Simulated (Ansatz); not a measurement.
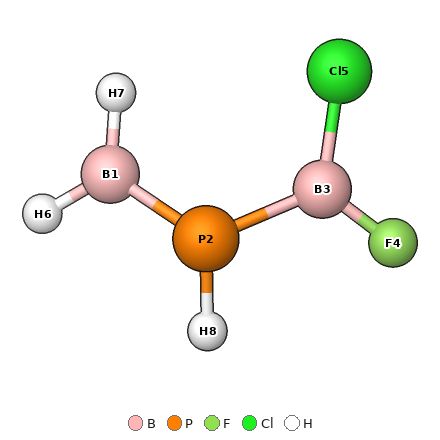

The system is B₂ClFH₃P, SMILES BPB(F)Cl; the picture shows the reference structure. 
- The first coordinate is: umbrella angle at B1 (between each of its bonds and their common axis; 90 is planar); the second: change of the bonds B1–P2, B1–H6, B1–H7, all alike.
- Nothing is relaxed (all other coordinates rigid).
- The scan uses a 9 × 9 grid.
- Points are written as (first, second).
- All energies are given in eV relative to the lowest grid point.
- All numbers below come from Ansatz 0.2.0, RKS r2SCAN-D4/def2-SVP.

Its coordinates:

```xyz
8

B    -0.1673    0.4364    1.5400
P     0.0556   -0.8011    0.2010
B     0.3522   -0.1153   -1.5313
F    -0.1178   -0.7498   -2.5919
Cl    1.3213    1.3301   -1.7673
H    -0.8340    0.1512    2.5000
H     0.4503    1.4654    1.4606
H    -0.9683   -1.7741    0.1330
```

Range: umbrella angle at B1 (between each of its bonds and their common axis; 90 is planar) from 66 to 114°; change of the bonds B1–P2, B1–H6, B1–H7, all alike from −0.156 to 0.240 Å.

Predict the map.

Answer. The lowest grid point is at (90°, −0.007 Å). No other kind of well shows on this grid. The highest grid point, (66°, 0.240 Å), lies 2.62 eV above the lowest. Round the minimum the two coordinates are nearly uncoupled.

```
second ↓, first →    66    72    78    84    90    96   102   108   114
            0.240  2.62  2.12  1.75  1.51  1.39  1.42  1.57  1.86  2.27
            0.191  2.21  1.69  1.31  1.06  0.95  0.97  1.13  1.43  1.86
            0.141  1.85  1.32  0.93  0.67  0.55  0.58  0.75  1.06  1.51
            0.092  1.58  1.04  0.63  0.37  0.25  0.28  0.46  0.78  1.25
            0.042  1.42  0.86  0.44  0.17  0.06  0.09  0.27  0.60  1.08
           −0.007  1.39  0.82  0.39  0.12  0.00  0.03  0.22  0.57  1.06
           −0.057  1.54  0.95  0.52  0.24  0.12  0.16  0.35  0.70  1.21
           −0.106  1.90  1.30  0.86  0.58  0.46  0.49  0.69  1.06  1.58
           −0.156  2.55  1.94  1.49  1.20  1.07  1.12  1.32  1.69  2.23
```

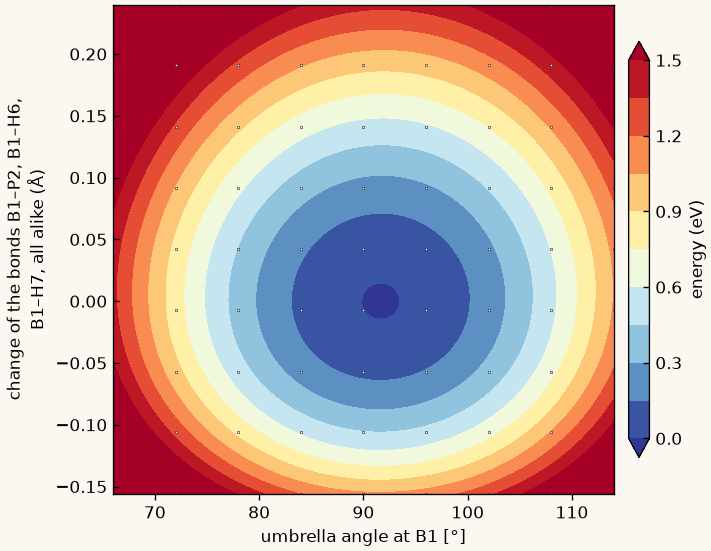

In the figure: filled contours, dots at the grid points, one colour for all values above the top of the scale. Between grid points the surface is interpolated.

Each point was launched as `ansatz run input.yaml --threads 1 --pin off --max-ram 2560MiB --backend cpu --events-out ev --progress --plain --runs-dir out`. Time for the 81 points that were run: 9.7 min on 1 thread of Arm Neoverse V1 (shared host).
